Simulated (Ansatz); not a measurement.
**The Sr-Ir system: small convex hull from a Python script**

Wanted for the Sr-Ir system: a small convex hull.

The COD entry's cell or inner coordinates are ideal or old and differ from later refinements, so a difference from it is no clean test against experiment.

Program: Ansatz 0.2.0, driven from Python. Level of theory: DFT PBEsol, plane waves, PAW. These are calculated values, not measurements.

### Step 1. The system

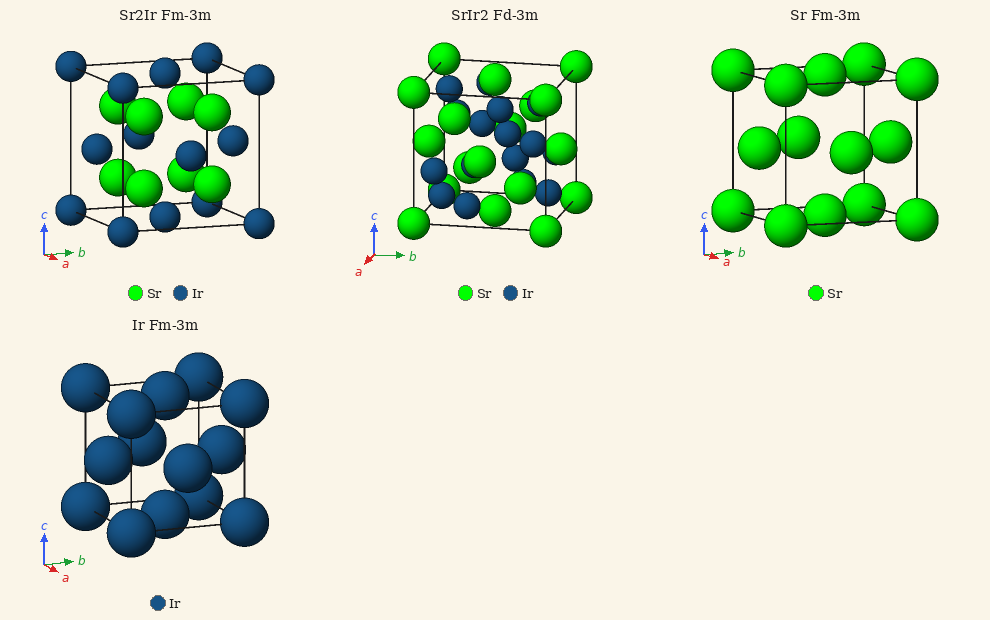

The starting structures, one conventional cell each, each at its own scale.

No structure file is read: the coordinates are typed or built in the script.

### Step 2. The code

File sr2ir_hull.py:

```python
from collections import Counter
import csv

import ansatz as az
import matplotlib.pyplot as plt
import numpy as np

XC = 'pbesol'
CUTOFF_EV = 500
K_SPACING = 0.27
OCCUPATIONS = 'fermi_dirac'
SMEARING_WIDTH = 0.05

PHASES = {
    'Sr2Ir Fm-3m': (
        [(0.0, 3.612228, 3.612228), (3.612228, 0.0, 3.612228), (3.612228, 3.612228, 0.0)],
        [
            ('Sr', (0.75, 0.75, 0.75)),
            ('Sr', (0.25, 0.25, 0.25)),
            ('Ir', (0.0, 0.0, 0.0)),
        ],
    ),
    'SrIr2 Fd-3m': (
        [(0.0, 3.85, 3.85), (3.85, 0.0, 3.85), (3.85, 3.85, 0.0)],
        [
            ('Sr', (0.0, 0.0, 0.0)),
            ('Sr', (0.25, 0.25, 0.25)),
            ('Ir', (0.625, 0.625, 0.625)),
            ('Ir', (0.125, 0.625, 0.625)),
            ('Ir', (0.625, 0.625, 0.125)),
            ('Ir', (0.625, 0.125, 0.625)),
        ],
    ),
    'Sr': (
        [(0.0, 3.04235, 3.04235), (3.04235, 0.0, 3.04235), (3.04235, 3.04235, 0.0)],
        [
            ('Sr', (0.0, 0.0, 0.0)),
        ],
    ),
    'Ir': (
        [(0.0, 1.9156, 1.9156), (1.9156, 0.0, 1.9156), (1.9156, 1.9156, 0.0)],
        [
            ('Ir', (0.0, 0.0, 0.0)),
        ],
    ),
}


def build(vectors, sites):
    crystal = az.Crystal(lattice=az.Lattice.of(vectors))
    for symbol, position in sites:
        crystal = crystal.atom(symbol, position)
    return crystal


def run_phase(name, crystal):
    calc = (
        crystal.calculation()
        .functional(XC)
        .basis(CUTOFF_EV)
        .kpoints(spacing=K_SPACING)
        .occupations(OCCUPATIONS, width=SMEARING_WIDTH)
    )
    calc = calc.relax(force_tolerance=0.03, cell=True)
    return calc.run(threads=1)


def counts(outcome):
    return Counter(site.symbol for site in outcome.lattice.sites)

def formation_energy(outcome, mu):
    n = counts(outcome)
    return (outcome.report['energy_sigma0_ev'] - sum(k * mu[element] for element, k in n.items())) / sum(n.values())


def main() -> None:
    phases = {name: build(*cell) for name, cell in PHASES.items()}

    done = {}
    for name, crystal in phases.items():
        done[name] = run_phase(name, crystal)
        print(f'{name}: {done[name].report["energy_sigma0_ev"]:.4f} eV, {len(done[name].lattice.sites)} atoms')

    references = {'Sr': 'Sr', 'Ir': 'Ir'}
    mu = {element: done[name].report['energy_sigma0_ev'] / len(done[name].lattice.sites) for element, name in references.items()}
    points = sorted((counts(o)['Ir'] / len(o.lattice.sites), formation_energy(o, mu), name) for name, o in done.items())

    hull = []
    for x, e, _ in points:
        while len(hull) > 1 and (hull[-1][0] - hull[-2][0]) * (e - hull[-2][1]) - (hull[-1][1] - hull[-2][1]) * (x - hull[-2][0]) <= 0:
            hull.pop()
        hull.append((x, e))
    rows = [(name, x, e, e - np.interp(x, *zip(*hull))) for x, e, name in points]
    with open('hull.csv', 'w', newline='') as handle:
        writer = csv.writer(handle)
        writer.writerow(['phase', 'x(Ir)', 'E_form (eV/atom)', 'above hull (eV/atom)'])
        writer.writerows([round(v, 4) if isinstance(v, float) else v for v in row] for row in rows)
    print(open('hull.csv').read())
    print('on the hull of these phases:', ', '.join(row[0] for row in rows if row[3] < 1e-6))
    stable = [row for row in rows if row[3] < 1e-6]
    plt.figure(figsize=(4.5, 3.2))
    plt.plot([row[1] for row in stable], [row[2] for row in stable], 'k-o')
    plt.plot([row[1] for row in rows], [row[2] for row in rows], 'r.')
    plt.xlabel('fraction of Ir')
    plt.ylabel('formation energy (eV/atom)')
    plt.tight_layout()
    plt.savefig('hull.png', dpi=100)


if __name__ == '__main__':
    main()
```

### Step 3. The calls as engine input

The engine receives this input (first run):

```yaml
crystal:
  lattice:
    - [0.0, 3.612228, 3.612228]
    - [3.612228, 0.0, 3.612228]
    - [3.612228, 3.612228, 0.0]
  atoms:
    - { symbol: Sr, position: [0.75, 0.75, 0.75] }
    - { symbol: Sr, position: [0.25, 0.25, 0.25] }
    - { symbol: Ir, position: [0.0, 0.0, 0.0] }
basis:
  ecutwfc: 500.0
kpoints:
  mp_grid:
    kspacing: 0.27
hamiltonian:
  xc: pbesol
scf:
  occupations:
    method: fermi_dirac
    width: 0.05
relax:
  f_tol: 0.03
  cell: {}
```

### Step 4. The run

Run with:

```console
$ python sr2ir_hull.py
```

Log:

```text
Sr2Ir Fm-3m: -18783.5143 eV, 3 atoms
SrIr2 Fd-3m: -54181.9437 eV, 6 atoms
Sr: -3492.2154 eV, 1 atoms
Ir: -11799.0077 eV, 1 atoms
phase,x(Ir),E_form (eV/atom),above hull (eV/atom)
Sr,0.0,0.0,0.0
Sr2Ir Fm-3m,0.3333,-0.0252,0.0983
SrIr2 Fd-3m,0.6667,-0.247,0.0
Ir,1.0,0.0,0.0

on the hull of these phases: Sr, SrIr2 Fd-3m, Ir
```

Run time: 34 s. Hardware: 1 thread of Intel Xeon at 2.60GHz (Ice Lake), shared host; peak memory 0.59 GiB.

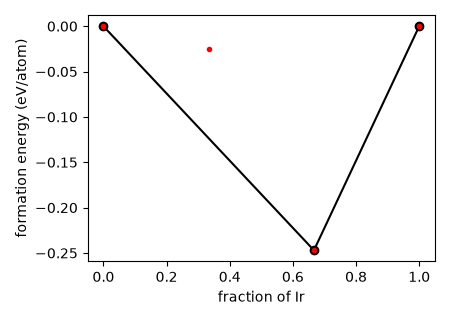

hull.png, as the script drew it.

Lines on the test bed's own set-up are left out of the output.

### Step 5. Run by run

One row for each of the 4 runs:

```csv
run,system,space group at the end,energy (eV/atom),from the elements (meV/atom),final volume (Å³/atom),pressure (GPa),SCF cycles in all,CPU time (s)
1,Sr2Ir (3 atoms),Fm-3m,-6261.1714,-25.2,30.20,-0.01,25,6.2
2,SrIr2 (6 atoms),Fd-3m,-9030.3239,-247.0,18.57,0.01,36,21
3,Sr (1 atom),Fm-3m,-3492.2154,0.0,51.95,0.00,20,2.5
4,Ir (1 atom),Fm-3m,-11799.0077,0.0,14.07,0.00,15,2
```

Energies are extrapolated to zero smearing width, as in the script. Totals carry meaning only in balanced differences at one level of theory.

### Step 6. The relaxation of run 1, step by step

The steps of the relaxation:

| step | E - E(step 1) (eV/cell) | largest force component (eV/Å) | pressure (GPa) | volume (Å³) |
| --- | --- | --- | --- | --- |
| 1 | 0.0000 | 0.0000 | -1.56 | 94.27 |
| 2 | -0.0186 | 0.0000 | 0.17 | 90.20 |
| 3 | -0.0187 | 0.0000 | -0.01 | 90.59 |
| 4 | -0.0186 | 0.0000 | -0.01 | 90.59 |

Step 1 is the start. Step 4 repeats the geometry before it on a plane-wave basis chosen anew for that cell, so its energy need not be comparable with the rows above.

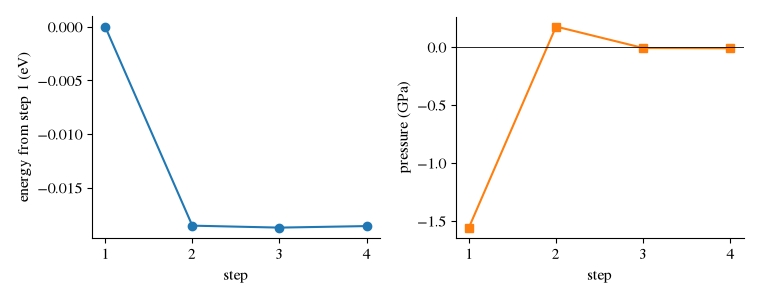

Energy and pressure along the relaxation.

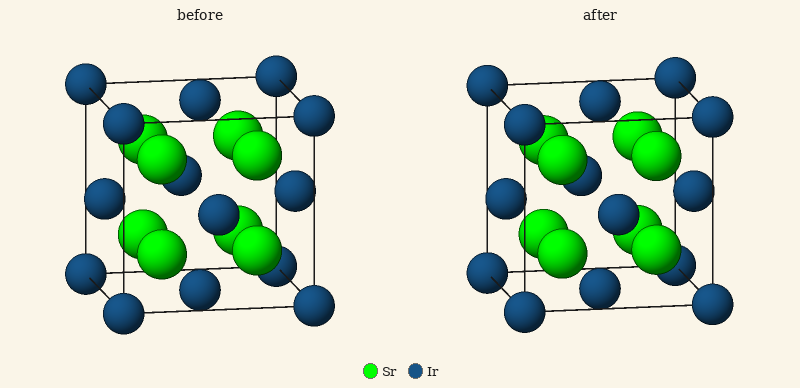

The structure before (left) and after (right) the relaxation, drawn at the same scale. The change is too small to see at this scale.

Lengths and angles in the start's conventional setting:

|  | before | after | change |
| --- | --- | --- | --- |
| a (Å) | 7.224 | 7.129 | -1.3 % |
| b (Å) | 7.224 | 7.129 | -1.3 % |
| c (Å) | 7.224 | 7.129 | -1.3 % |
| volume (Å³/atom) | 31.42 | 30.20 | -3.9 % |
| shortest distance (Å) | 3.128 | 3.087 | -1.3 % |
| space group (0.01 Å) | Fm-3m | Fm-3m | same |

The run keeps the 48 symmetry operations of the start, so it could not have lowered the symmetry.

### Step 7. Path of the relaxation of run 3

Relaxation path:

```csv
step,E - E(step 1) (eV/cell),largest force component (eV/Å),pressure (GPa),volume (Å³)
1,0.0000,0.0000,-0.84,56.32
2,-0.0060,0.0000,-0.62,55.00
3,-0.0121,0.0000,0.06,51.66
4,-0.0122,0.0000,0.00,51.95
5,-0.0122,0.0000,0.00,51.95
```

Step 1 is the start. Step 5 repeats the geometry before it on a plane-wave basis chosen anew for that cell, so its energy need not be comparable with the rows above.

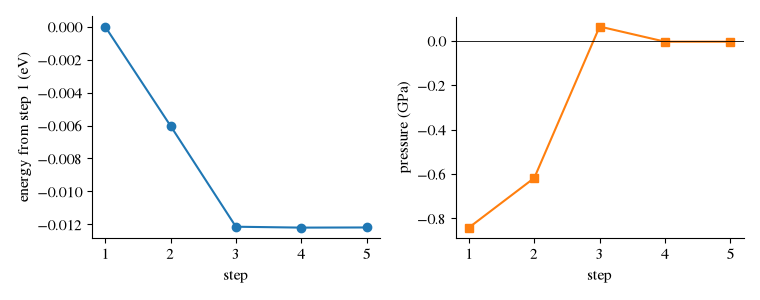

Energy and pressure along the relaxation.

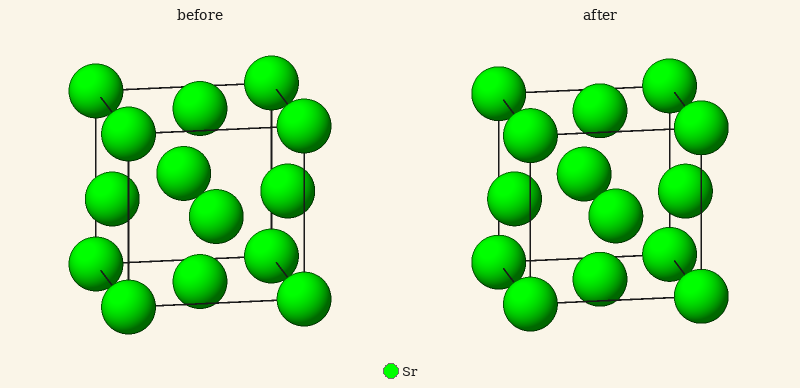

Before and after, at one scale.

Lengths and angles in the start's conventional setting:

|  | before | after | change |
| --- | --- | --- | --- |
| a (Å) | 6.085 | 5.923 | -2.7 % |
| b (Å) | 6.085 | 5.923 | -2.7 % |
| c (Å) | 6.085 | 5.923 | -2.7 % |
| volume (Å³/atom) | 56.32 | 51.95 | -7.7 % |
| shortest distance (Å) | 4.303 | 4.188 | -2.7 % |
| space group (0.01 Å) | Fm-3m | Fm-3m | same |

Forces and stress were held to the start's 48 operations: a distortion of lower symmetry was not tested.

### Step 8. What came out

| quantity | value |
| --- | --- |
| on the hull of these phases | Sr, SrIr2 Fd-3m, Ir |
| runs compared | 4 |
| energy of Sr2Ir (run 1) from the elements | -25 meV/atom |
| energy of SrIr2 (run 2) from the elements | -247 meV/atom |

In words: Among these few phases the hull runs through Sr, SrIr2 Fd-3m, Ir; other phases, not tried, may lie lower. SrIr2 lies 247 meV/atom below its elements, the most of the cells tried. In CPU time, run 2 (SrIr2 (6 atoms)) cost about 10 times as much as run 4 (Ir (1 atom)). In run 1, the volume shrank by 3.9 % over 2 moves, and the space group stayed Fm-3m. In run 3, the volume shrank by 7.7 % over 3 moves, and the space group stayed Fm-3m. Reading the output:
- For the metals among these cells the mesh is coarse, so their volumes and pressures are rough.
- Spin-orbit coupling, which matters for elements this heavy, is left out.
- Differences under about 40 meV an atom lie within the error of mesh and functional, so such verdicts may flip; only the cells listed enter the hull. Whether this is the phase that is stable at ambient conditions was not tested.
